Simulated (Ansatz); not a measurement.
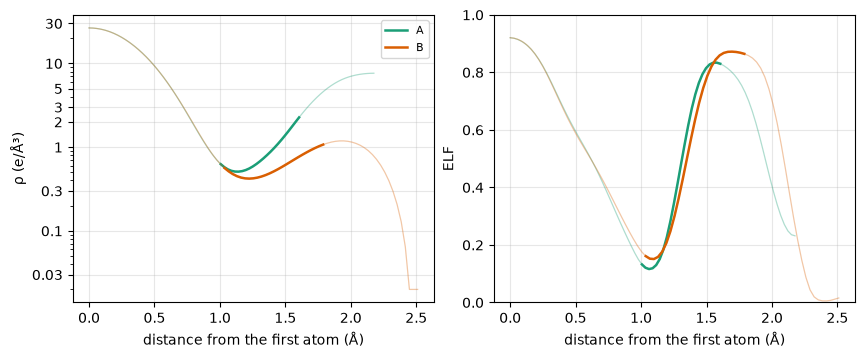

Figure 1: Cd$_{3}$SO$_{2}$. Valence charge density (pseudo) and ELF along straight lines between neighbouring atoms. Thin, pale parts lie inside the atomic spheres.

Space group Cmc2₁; a generated structure, not necessarily the stable one; changed on purpose from its base cell (volume × 0.94, shape and atoms relaxed); computed pressure about 5 GPa in this cell.

Method: Ansatz 0.2.0, DFT PBE, scalar-relativistic, plane waves, PAW.

Core electrons are frozen (PAW), and the valence fields are smoothed inside the atomic spheres.

```xyz
24
Lattice="11.3735 0.0000 0.0000 0.0000 6.4474 0.0000 0.0000 0.0000 5.9717" Properties=species:S:1:pos:R:3 pbc="T T T"
Cd    2.1065    2.3017    5.1331
Cd    7.7932    5.5254    5.1331
Cd    3.5803    5.5254    5.1331
Cd    9.2670    2.3017    5.1331
Cd    3.5803    0.9220    2.1472
Cd    9.2670    4.1457    2.1472
Cd    2.1065    4.1457    2.1472
Cd    7.7932    0.9220    2.1472
Cd    0.0000    1.2701    2.5270
Cd    5.6868    4.4938    2.5270
Cd    0.0000    5.1773    5.5129
Cd    5.6868    1.9536    5.5129
S     0.0000    1.2107    5.9549
S     5.6868    4.4344    5.9549
S     0.0000    5.2367    2.9691
S     5.6868    2.0130    2.9691
O     1.9591    2.1265    2.9575
O     7.6458    5.3502    2.9575
O     3.7277    5.3502    2.9575
O     9.4144    2.1265    2.9575
O     3.7277    1.0971    5.9433
O     9.4144    4.3208    5.9433
O     1.9591    4.3208    5.9433
O     7.6458    1.0971    5.9433
```

Which curve belongs to which contact (Cd–O and Cd–S)? The first atom named is at distance zero.

Curve A: Cd–O (2.18 Å): ρ is about 0.52 e/Å³ halfway; the ELF peaks at about 0.85 in the valence shell of O, 0.6 Å from its nucleus, and drops to about 0.10 between the two atoms; no shared electron pair shows on this line. Curve B: Cd–S (2.51 Å): ρ at the midpoint is about 0.42 e/Å³; the ELF peaks at about 0.85 in the valence shell of S, 0.8 Å from its nucleus, and drops to about 0.15 between the two atoms.
